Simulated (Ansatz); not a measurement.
# C2H10BFSi2: molecular dynamics

The plan is to follow the molecule's vibrations and see whether its bonds hold. The start is relaxed first. Runs: 300 steps of 0.25 fs at constant energy, with velocities drawn for 1000 K. SMILES of the start: B[Si](C)(C)[SiH2]F.

Program: Ansatz 0.2.0. Level of theory: RKS B3LYP-D4/6-31G*. These are calculated values, not measurements.

### Step 1. The structure to begin with

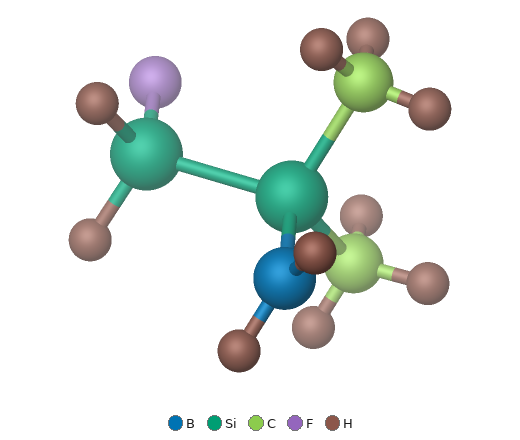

The starting structure, seen from a chosen angle (boron blue, silicon teal, carbon green, fluorine purple, hydrogen brown).

Structure file:

```xyz
16

B    -0.5132   -0.0713    2.0263
Si    0.0046   -0.0939    0.1613
C    -0.5670   -1.7029   -0.6174
C     1.9415    0.0599    0.0680
Si   -0.9157    1.5985   -0.9702
F    -0.4263    1.5656   -2.5656
H    -1.6834   -0.0944    2.2834
H     0.2779    0.1032    2.8682
H    -1.6355   -1.7682   -0.5100
H    -0.0726   -2.5481   -0.0274
H    -0.2204   -1.7363   -1.6429
H     2.2078    0.0225   -0.9728
H     2.2806   -0.7670    0.6097
H     2.1628    1.0217    0.5412
H    -0.4887    2.8605   -0.3460
H    -2.3752    1.5276   -0.8614
```

### Step 2. Preparing the start

input.yaml reads:

```yaml
crystal:
  periodic: [false, false, false]
  atoms:
    - { symbol: B, position_ang: [-0.5132, -0.0713, 2.0263] }
    - { symbol: Si, position_ang: [0.0046, -0.0939, 0.1613] }
    - { symbol: C, position_ang: [-0.567, -1.7029, -0.6174] }
    - { symbol: C, position_ang: [1.9415, 0.0599, 0.068] }
    - { symbol: Si, position_ang: [-0.9157, 1.5985, -0.9702] }
    - { symbol: F, position_ang: [-0.4263, 1.5656, -2.5656] }
    - { symbol: H, position_ang: [-1.6834, -0.0944, 2.2834] }
    - { symbol: H, position_ang: [0.2779, 0.1032, 2.8682] }
    - { symbol: H, position_ang: [-1.6355, -1.7682, -0.51] }
    - { symbol: H, position_ang: [-0.0726, -2.5481, -0.0274] }
    - { symbol: H, position_ang: [-0.2204, -1.7363, -1.6429] }
    - { symbol: H, position_ang: [2.2078, 0.0225, -0.9728] }
    - { symbol: H, position_ang: [2.2806, -0.767, 0.6097] }
    - { symbol: H, position_ang: [2.1628, 1.0217, 0.5412] }
    - { symbol: H, position_ang: [-0.4887, 2.8605, -0.346] }
    - { symbol: H, position_ang: [-2.3752, 1.5276, -0.8614] }
basis:
  gaussian: { orbitals: "6-31G*" }
hamiltonian:
  xc: b3lyp
  dispersion: d4
relax:
  f_tol: 0.02
  max_steps: 40
scf:
  lower_state_search: "off"
```

Command:

```
$ ansatz run input.yaml --threads 2 --pin off --max-ram 3072MiB --backend cpu --events-out ev --progress --plain --runs-dir out
```

Output, shortened:

```text
Warning: RAYON_NUM_THREADS=2 ignored (pool sized by the plan → 2); use --threads N
[...]
Functional definition: B3LYP
[...]
1318 factors; integrals over basis functions are off by at most 6.7e-4 eV
[...]
mean field -21386.33753565 eV, -785.9334082548 hartree, gradient 2.6e-6 eV, S^2 0.000000; 0 other end points of the search recorded, 0 dependent functions left out
[...]
reference -21386.33781834 eV, -785.9334186436 hartree; 32, 32 occupied and 86, 86 virtual orbitals, 1318 factors
relax step   1: F+E_penalty+E_count = -21386.96200054 eV  Δ(F+E_penalty+E_count) = +0.000e0 eV  max|allowed force component| = 2.539e0 eV/Å  Δτ_max = 0.0000 Å  (15 SCF iters, accepted)
[...]
relax step   4: F+E_penalty+E_count = -21387.41202037 eV  Δ(F+E_penalty+E_count) = +3.156e-2 eV  max|allowed force component| = 9.289e-1 eV/Å  Δτ_max = 0.1306 Å  (19 SCF iters, rejected (line search))
[...]
relax step   7: F+E_penalty+E_count = -21387.48070436 eV  Δ(F+E_penalty+E_count) = -4.210e-3 eV  max|allowed force component| = 1.014e-1 eV/Å  Δτ_max = 0.0373 Å  (20 SCF iters, accepted)
[...]
relax step  10: F+E_penalty+E_count = -21387.48894475 eV  Δ(F+E_penalty+E_count) = -1.661e-3 eV  max|allowed force component| = 1.461e-1 eV/Å  Δτ_max = 0.0976 Å  (19 SCF iters, accepted)
[...]
relax step  13: F+E_penalty+E_count = -21387.49281931 eV  Δ(F+E_penalty+E_count) = -2.737e-4 eV  max|allowed force component| = 9.230e-3 eV/Å  Δτ_max = 0.0259 Å  (14 SCF iters, accepted)
[...]
Atom 1 at     0.055427    -0.166200     0.223129 Å, force    -0.010163    -0.001156     0.012933 eV/Å
Atom 2 at    -0.543583    -1.751988    -0.637910 Å, force    -0.001571    -0.006321    -0.000185 eV/Å
Atom 3 at     1.940565    -0.003134     0.041830 Å, force     0.005331     0.000476     0.001324 eV/Å
Atom 4 at    -0.916279     1.655737    -0.916778 Å, force    -0.000381     0.002213     0.000030 eV/Å
Atom 5 at    -0.417697     1.600814    -2.466785 Å, force     0.001721     0.000184     0.000020 eV/Å
Atom 6 at    -1.638883    -0.452810     2.465346 Å, force     0.009581     0.002348    -0.001319 eV/Å
Atom 7 at     0.001370     0.668479     2.922757 Å, force    -0.007142    -0.007520    -0.007105 eV/Å
Atom 8 at    -1.629085    -1.868281    -0.547339 Å, force     0.001787     0.000529     0.001830 eV/Å
Atom 9 at    -0.073932    -2.636988    -0.192510 Å, force    -0.001399    -0.000091     0.000069 eV/Å
Atom 10 at    -0.290735    -1.742402    -1.703820 Å, force     0.001980     0.002963    -0.002342 eV/Å
Atom 11 at     2.233430     0.040537    -1.012936 Å, force    -0.001357     0.000543    -0.002157 eV/Å
Atom 12 at     2.450175    -0.862282     0.493732 Å, force     0.001152    -0.000392     0.001413 eV/Å
Atom 13 at     2.310714     0.902301     0.534959 Å, force     0.000054    -0.000750     0.000333 eV/Å
Atom 14 at    -0.501481     2.973794    -0.353489 Å, force     0.000966     0.001664    -0.001852 eV/Å
Atom 15 at    -2.407387     1.601947    -0.919251 Å, force    -0.002552    -0.000560     0.001879 eV/Å
Dipole moment:     0.073561    -0.205469     0.239572 e Å
Checks for a lower state left out: stability, starts, cluster_reference, orbital_swaps, neighbouring_geometries, increment
```

It took 90 s on 2 threads of Arm Neoverse N1, shared host; peak memory 0.26 GiB.

Step by step:

```tsv
step	energy from step 1 (eV)	largest force component (eV/Å)
1	0.0000	2.5385
2	-0.3269	1.5718
3	-0.4816	0.6208
4x	-0.4500	0.9289
5	-0.5102	0.1489
6	-0.5145	0.1122
7	-0.5187	0.1014
8	-0.5253	0.0563
9x	-0.5216	0.3202
10	-0.5269	0.1461
11	-0.5271	0.1538
12	-0.5305	0.0258
13	-0.5308	0.0092
14	-0.5309	0.0129
```

Step 1 is the start. 2 steps were tried and not accepted (marked x).

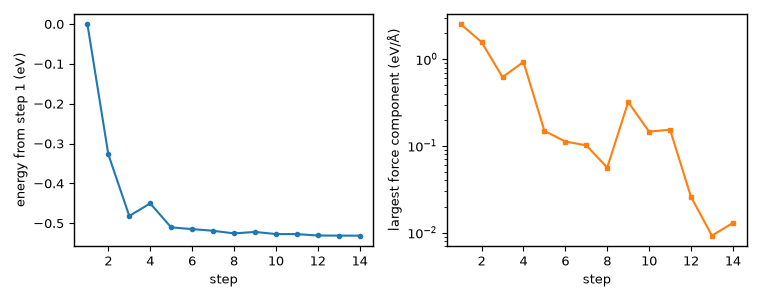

Energy and largest force along the relaxation.

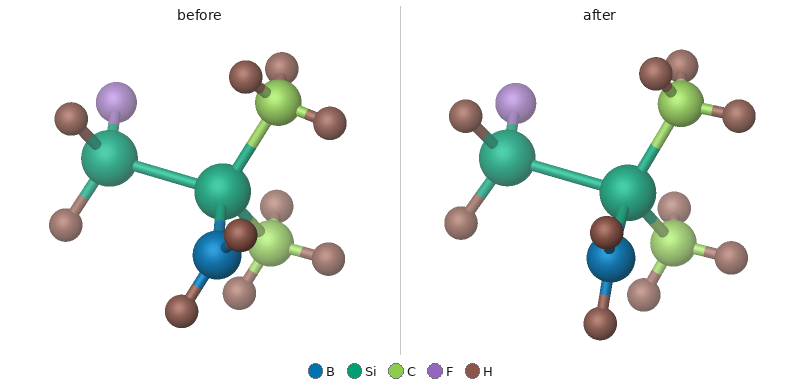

The structure before (left) and after (right), drawn at the same scale.

After: Bond lengths (14 of 15 bonds, heavy atoms first): B1–Si2 2.008 Å, Si2–C3 1.901 Å, Si2–C4 1.901 Å, Si2–Si5 2.359 Å, Si5–F6 1.629 Å, B1–H7 1.198 Å, B1–H8 1.198 Å, C3–H9 1.095 Å, C3–H10 1.096 Å, C3–H11 1.096 Å, C4–H12 1.096 Å, C4–H13 1.096 Å, C4–H14 1.095 Å, Si5–H15 1.492 Å. Angles (14 of 27 angles, heavy atoms first): B1–Si2–C3 113.6°, B1–Si2–C4 113.8°, B1–Si2–Si5 104.5°, C3–Si2–C4 109.9°, C3–Si2–Si5 107.2°, C4–Si2–Si5 107.2°, Si2–Si5–F6 107.9°, Si2–B1–H7 121.5°, Si2–B1–H8 121.6°, Si2–C3–H9 111.3°, Si2–C3–H10 110.8°, Si2–C3–H11 111.1°, Si2–C4–H12 111.1°, Si2–C4–H13 110.8°.

### Step 3. The run

300 steps of 0.25 fs at constant energy, with velocities drawn for 1000 K, from the relaxed start.

input.yaml reads:

```yaml
crystal:
  periodic: [false, false, false]
  atoms:
    - { symbol: B, position_ang: [-0.595418, 0.017875, 2.113466] }
    - { symbol: Si, position_ang: [0.055427, -0.1662, 0.223129] }
    - { symbol: C, position_ang: [-0.543583, -1.751988, -0.63791] }
    - { symbol: C, position_ang: [1.940565, -0.003134, 0.04183] }
    - { symbol: Si, position_ang: [-0.916279, 1.655737, -0.916778] }
    - { symbol: F, position_ang: [-0.417697, 1.600814, -2.466785] }
    - { symbol: H, position_ang: [-1.638883, -0.45281, 2.465346] }
    - { symbol: H, position_ang: [0.00137, 0.668479, 2.922757] }
    - { symbol: H, position_ang: [-1.629085, -1.868281, -0.547339] }
    - { symbol: H, position_ang: [-0.073932, -2.636988, -0.19251] }
    - { symbol: H, position_ang: [-0.290735, -1.742402, -1.70382] }
    - { symbol: H, position_ang: [2.23343, 0.040537, -1.012936] }
    - { symbol: H, position_ang: [2.450175, -0.862282, 0.493732] }
    - { symbol: H, position_ang: [2.310714, 0.902301, 0.534959] }
    - { symbol: H, position_ang: [-0.501481, 2.973794, -0.353489] }
    - { symbol: H, position_ang: [-2.407387, 1.601947, -0.919251] }
basis:
  gaussian: { orbitals: "6-31G*" }
hamiltonian:
  xc: b3lyp
  dispersion: d4
md:
  timestep: 0.25
  n_steps: 300
  ensemble: nve
  temperature: 1000.0
  initial_velocities: maxwell_boltzmann
  seed: 94943
scf:
  lower_state_search: "off"
```

Command:

```
$ ansatz run input.yaml --threads 2 --pin off --max-ram 3072MiB --backend cpu --events-out ev --progress --plain --runs-dir out
```

Output, shortened:

```text
Warning: RAYON_NUM_THREADS=2 ignored (pool sized by the plan → 2); use --threads N
[...]
[... 1 set-up line as earlier in the session ...]
[...]
1318 factors; integrals over basis functions are off by at most 7.2e-4 eV
[...]
mean field -21386.88834484 eV, -785.9536501194 hartree, gradient 3.0e-6 eV, S^2 0.000000; 0 other end points of the search recorded, 0 dependent functions left out
[...]
reference -21386.88863352 eV, -785.9536607279 hartree; 32, 32 occupied and 86, 86 virtual orbitals, 1318 factors
md step     0: t =     0.00 fs  T =  1000.0 K  F+E_penalty+E_count = -21387.49292266 eV  E_kin = 1.809640 eV  conserved = -21385.68328268 eV  (15 SCF iters)
[...]
md step    17: t =     4.25 fs  T =   605.2 K  F+E_penalty+E_count = -21386.77675621 eV  E_kin = 1.095172 eV  conserved = -21385.68158396 eV  (15 SCF iters, 3 dispersion substeps)
[...]
md step    34: t =     8.50 fs  T =   308.3 K  F+E_penalty+E_count = -21386.23839091 eV  E_kin = 0.557870 eV  conserved = -21385.68052086 eV  (14 SCF iters, 3 dispersion substeps)
[...]
md step    51: t =    12.75 fs  T =   444.4 K  F+E_penalty+E_count = -21386.48579773 eV  E_kin = 0.804247 eV  conserved = -21385.68155073 eV  (15 SCF iters, 3 dispersion substeps)
[...]
md step    68: t =    17.00 fs  T =   631.7 K  F+E_penalty+E_count = -21386.82565079 eV  E_kin = 1.143157 eV  conserved = -21385.68249364 eV  (20 SCF iters, 3 dispersion substeps)
md step    69: t =    17.25 fs  T =   638.4 K  F+E_penalty+E_count = -21386.83779086 eV  E_kin = 1.155218 eV  conserved = -21385.68257239 eV  (20 SCF iters, 3 dispersion substeps)
```

### Step 4. The output, continued: dynamics from the start

Output, continued, shortened:

```text
md step    70: t =    17.50 fs  T =   638.7 K  F+E_penalty+E_count = -21386.83845579 eV  E_kin = 1.155869 eV  conserved = -21385.68258662 eV  (20 SCF iters, 3 dispersion substeps)
[...]
md step    93: t =    23.25 fs  T =   624.6 K  F+E_penalty+E_count = -21386.81200142 eV  E_kin = 1.130227 eV  conserved = -21385.68177442 eV  (15 SCF iters, 3 dispersion substeps)
[...]
md step   116: t =    29.00 fs  T =   490.1 K  F+E_penalty+E_count = -21386.56901549 eV  E_kin = 0.886902 eV  conserved = -21385.68211343 eV  (20 SCF iters, 3 dispersion substeps)
[...]
md step   139: t =    34.75 fs  T =   347.4 K  F+E_penalty+E_count = -21386.30986177 eV  E_kin = 0.628610 eV  conserved = -21385.68125129 eV  (15 SCF iters, 3 dispersion substeps)
[...]
md step   161: t =    40.25 fs  T =   465.1 K  F+E_penalty+E_count = -21386.52338329 eV  E_kin = 0.841580 eV  conserved = -21385.68180298 eV  (20 SCF iters, 3 dispersion substeps)
md step   162: t =    40.50 fs  T =   440.8 K  F+E_penalty+E_count = -21386.47913275 eV  E_kin = 0.797644 eV  conserved = -21385.68148895 eV  (15 SCF iters, 3 dispersion substeps)
```

### Step 5. The log goes on: dynamics from the start

The log, continued, shortened:

```text
md step   163: t =    40.75 fs  T =   420.3 K  F+E_penalty+E_count = -21386.44175683 eV  E_kin = 0.760561 eV  conserved = -21385.68119568 eV  (15 SCF iters, 3 dispersion substeps)
[...]
md step   181: t =    45.25 fs  T =   466.5 K  F+E_penalty+E_count = -21386.52594830 eV  E_kin = 0.844281 eV  conserved = -21385.68166760 eV  (15 SCF iters, 3 dispersion substeps)
[...]
md step   199: t =    49.75 fs  T =   503.1 K  F+E_penalty+E_count = -21386.59269687 eV  E_kin = 0.910470 eV  conserved = -21385.68222712 eV  (20 SCF iters, 3 dispersion substeps)
[...]
md step   217: t =    54.25 fs  T =   522.9 K  F+E_penalty+E_count = -21386.62864294 eV  E_kin = 0.946285 eV  conserved = -21385.68235771 eV  (20 SCF iters, 3 dispersion substeps)
[...]
Atom 8 at    -1.301417    -1.124842    -1.580315 Å, force    -0.664737     0.255125    -0.739379 eV/Å
Atom 9 at    -0.986525    -2.273134    -0.349746 Å, force    -1.111031    -1.817049     1.505275 eV/Å
Atom 10 at     0.285768    -1.849157    -1.382998 Å, force    -0.345621     0.183727    -0.095817 eV/Å
Atom 11 at     2.287313     0.334744    -0.820824 Å, force     0.159700     0.604057    -1.074120 eV/Å
Atom 12 at     2.510085    -0.842632     0.284819 Å, force     0.842440    -2.222710     0.939381 eV/Å
Atom 13 at     2.265925     0.797918     0.835860 Å, force     0.500366     0.292479     0.496448 eV/Å
Atom 14 at    -0.077577     2.992683    -0.845877 Å, force    -0.223387    -0.090519     0.104729 eV/Å
Atom 15 at    -2.291678     2.144390    -0.605531 Å, force     0.186309    -0.464062    -0.457348 eV/Å
Dipole moment:     0.048517    -0.065432     0.144162 e Å
Checks for a lower state left out: stability, starts, cluster_reference, orbital_swaps, neighbouring_geometries, increment
```

It took 29 min on 2 threads of Arm Neoverse N1, shared host; peak memory 0.26 GiB.

### Step 6. What the atoms did

The trajectory, every 16 steps (energies from step 0):

```tsv
time (fs)	T (K)	potential energy change (meV/atom)	total energy change (meV/atom)
0.0	1000	0.0	0.00
4.0	594	46.0	0.12
8.0	351	73.5	0.15
12.0	491	57.6	0.07
16.0	558	50.0	0.09
20.0	564	49.4	0.13
24.0	560	49.9	0.12
28.0	573	48.4	0.05
32.0	449	62.3	0.05
36.0	359	72.7	0.12
40.0	490	57.7	0.07
44.0	573	48.3	0.03
48.0	389	69.3	0.11
52.0	459	61.4	0.11
56.0	503	56.3	0.09
60.0	449	62.4	0.10
64.0	499	56.8	0.10
68.0	522	54.1	0.09
72.0	468	60.3	0.08
75.0	503	56.4	0.09
```

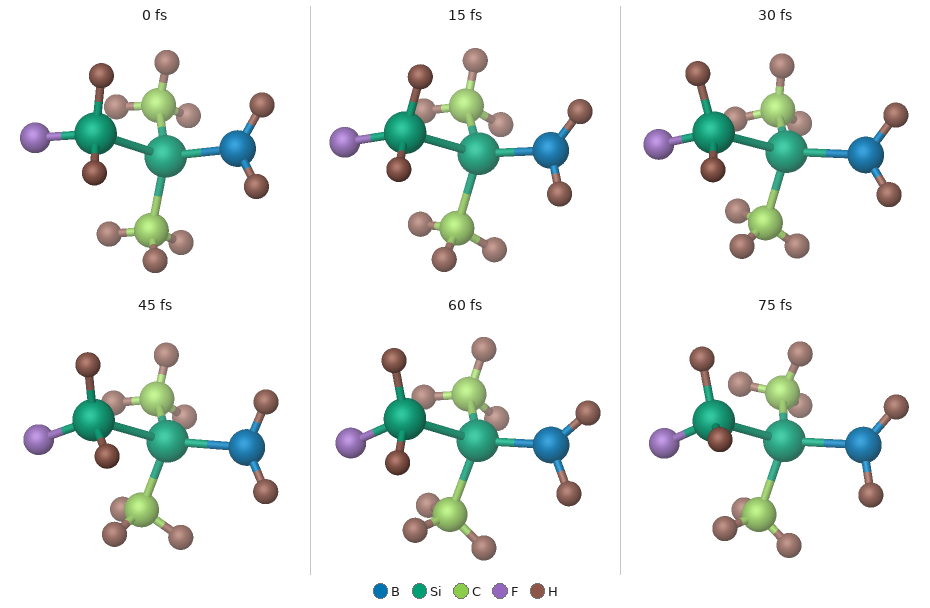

The system at six times, viewed from a free direction. Sticks join atoms within a bonding distance in each frame.

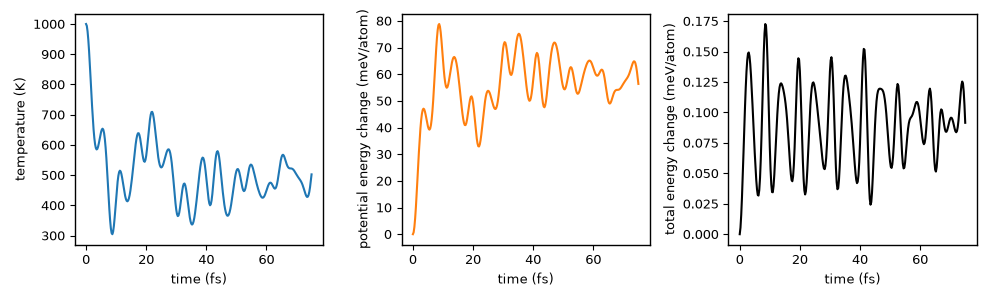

Time series of the run, each on its own scale.

### Step 7. Positions and forces

Positions (Å) and forces (eV/Å):

```xyz
16
time_fs=12.5 T=460 dE=0.9791
B    -0.567   -0.043    2.138   -1.675   -0.472    0.817
Si    0.026   -0.104    0.323    1.671   -0.447   -3.119
C    -0.501   -1.711   -0.730   -2.131   -0.722    3.299
C     1.993   -0.018   -0.019   -0.644   -1.722    0.159
Si   -0.922    1.690   -0.917   -0.465   -0.276   -0.053
F    -0.434    1.507   -2.519   -0.157    0.640    1.774
H    -1.607   -0.673    2.268    0.418    0.191    0.144
H    -0.257    0.577    3.090    0.432    0.227    0.187
H    -1.637   -1.716   -0.938    1.573    0.009    0.423
H    -0.270   -2.683   -0.123   -0.315    1.556   -1.154
H    -0.024   -1.737   -1.657    1.081   -0.041   -1.620
H     2.274   -0.103   -1.110   -0.446    0.077    1.049
H     2.246   -1.008    0.491    0.249    1.020   -0.766
H     2.609    0.745    0.457   -0.236    0.231    0.075
H    -0.610    2.914   -0.043    0.328   -0.105   -1.097
H    -2.429    1.747   -0.966    0.317   -0.166   -0.118
16
time_fs=25.0 T=525 dE=0.8606
B    -0.657   -0.112    2.256    0.110   -0.772   -1.186
Si    0.068   -0.065    0.294   -0.561   -0.652    0.773
C    -0.461   -1.600   -0.730   -2.112   -1.835    1.030
C     1.950   -0.099   -0.015    1.089   -0.952   -1.022
Si   -0.935    1.699   -0.935    0.708    1.142   -0.350
F    -0.459    1.451   -2.459    0.203   -0.505   -0.648
H    -1.576   -0.917    2.392    0.428    0.686    0.262
H    -0.180    0.508    3.152   -0.185    0.035    0.158
H    -1.501   -1.523   -1.248    1.694   -0.211    0.922
H    -0.397   -2.663   -0.185   -0.294    2.324   -0.855
H     0.288   -1.653   -1.481    0.619   -0.131   -1.161
H     2.041   -0.096   -1.158    0.031    0.194    1.344
H     2.501   -1.083    0.295   -1.159    1.672   -0.201
H     2.505    0.770    0.373   -0.058   -0.300   -0.068
H    -0.274    3.103   -0.736   -0.815   -0.798    0.456
H    -2.442    1.710   -1.062    0.303    0.102    0.543
16
time_fs=37.5 T=486 dE=0.9320
B    -0.693   -0.213    2.268    0.092    0.187    0.116
Si    0.089   -0.054    0.285   -1.379    0.430    1.342
C    -0.418   -1.488   -0.747   -1.374   -2.485   -0.819
C     1.908   -0.124   -0.029    1.960    0.607    0.371
Si   -0.920    1.730   -0.957    0.494    0.792    1.764
F    -0.471    1.360   -2.444   -0.165   -0.431   -1.197
H    -1.605   -0.865    2.791    0.453    0.121   -1.028
H    -0.231    0.468    3.145    0.273    0.151   -0.233
H    -1.353   -1.356   -1.373    0.746   -0.214    0.777
H    -0.593   -2.405   -0.049    0.316    1.293   -1.386
H     0.390   -1.724   -1.490   -0.613   -0.015    0.688
H     1.951    0.001   -1.149    0.370   -0.424    0.949
H     2.447   -1.074    0.341   -0.884    1.295   -0.781
H     2.443    0.761    0.406   -0.167   -0.725   -0.299
H    -0.496    3.180   -0.827   -0.040   -0.408    0.207
H    -2.379    1.734   -0.631   -0.082   -0.174   -0.473
16
time_fs=50.0 T=513 dE=0.8815
B    -0.643   -0.246    2.223   -0.227    0.215   -0.818
Si    0.051   -0.032    0.330    0.784    0.082   -1.298
C    -0.460   -1.479   -0.821    1.416   -1.452    0.051
C     1.951   -0.042   -0.011    0.678   -0.779    1.025
Si   -0.888    1.775   -0.912   -0.300   -2.451   -1.113
F    -0.496    1.246   -2.496   -0.358    1.215    1.946
H    -1.617   -0.979    2.399    0.767    0.572    0.291
H    -0.112    0.500    2.996   -0.349   -0.373    0.471
H    -1.331   -1.263   -1.415   -0.302    0.057   -0.576
H    -0.741   -2.313   -0.157   -0.081    0.020   -0.123
H     0.404   -1.930   -1.474   -1.541    1.200    0.972
H     2.187   -0.088   -1.078   -0.335    0.485   -0.114
H     2.212   -1.087    0.305    0.172    0.682    0.125
H     2.657    0.666    0.500   -0.731   -0.506   -0.334
H    -0.656    3.159   -0.576    0.558    0.904   -0.243
H    -2.355    1.594   -0.735   -0.151    0.130   -0.260
16
time_fs=62.5 T=458 dE=0.9828
B    -0.560   -0.204    2.119   -1.589   -1.334    1.987
Si    0.044   -0.005    0.317    1.097   -0.833   -1.644
C    -0.557   -1.515   -0.844    3.876    2.198   -0.847
C     2.000   -0.016    0.064   -1.273    1.322    1.155
Si   -0.869    1.752   -0.908   -0.603   -1.214   -1.485
F    -0.540    1.209   -2.429    0.655    0.244    0.178
H    -1.477   -1.028    2.297    0.475    0.579   -0.422
H    -0.274    0.177    3.215    0.488    0.511   -0.258
H    -1.240   -1.202   -1.573   -1.366    0.669   -1.067
H    -0.924   -2.359   -0.377   -0.589   -1.979    1.291
H     0.396   -1.742   -1.479   -1.494   -0.039    1.190
H     2.140    0.181   -0.975    0.442   -0.133   -0.957
H     2.330   -0.983    0.363    0.433   -1.081   -0.075
H     2.591    0.713    0.648   -0.438   -0.054   -0.143
H    -0.374    3.105   -0.788    0.284    0.798    0.275
H    -2.334    1.683   -1.093   -0.398    0.347    0.821
16
time_fs=75.0 T=503 dE=0.9017
B    -0.562   -0.230    2.175   -0.488   -0.626   -1.057
Si    0.084   -0.021    0.237   -0.627   -1.031    1.023
C    -0.603   -1.457   -0.849    2.384    1.257   -0.683
C     1.965    0.025    0.148   -1.218    1.888   -0.543
Si   -0.878    1.717   -0.944    0.439    2.014    2.836
F    -0.547    1.188   -2.371   -0.181   -0.803   -2.886
H    -1.537   -1.015    2.138    0.739    0.820    0.762
H    -0.058    0.269    3.152   -0.392   -0.259   -0.132
H    -1.301   -1.125   -1.580   -0.665    0.255   -0.739
H    -0.987   -2.273   -0.350   -1.111   -1.817    1.505
H     0.286   -1.849   -1.383   -0.346    0.184   -0.096
H     2.287    0.335   -0.821    0.160    0.604   -1.074
H     2.510   -0.843    0.285    0.842   -2.223    0.939
H     2.266    0.798    0.836    0.500    0.292    0.496
H    -0.078    2.993   -0.846   -0.223   -0.090    0.105
H    -2.292    2.144   -0.606    0.186   -0.464   -0.457
```

### Step 8. Summary of results

| quantity | value |
| --- | --- |
| relaxation of the start | 11 moves, 0.531 eV lower |
| length | 300 steps of 0.25 fs |
| temperature, first and last step | 1000 and 503 K |
| temperature, second half | mean 481 K, from 366 to 579 K |
| potential energy, second half | +59 meV/atom from the start |
| largest change of the total energy | 0.17 meV/atom |
| bonds formed or broken | 0 |

What this shows: The temperature starts at 1000 K and averages 481 K in the second half, where it ranges from 366 to 579 K. About half is expected from a start at a minimum: kinetic energy passes into potential energy until both shares match. The total energy strays from its start by at most 0.17 meV/atom, 0.3 % of the mean kinetic energy, which is good for a step of 0.25 fs. No bond forms or breaks. Averages from a run of 75 fs with 16 atoms are rough. The nuclei move classically, without zero-point motion, which matters most for hydrogen.
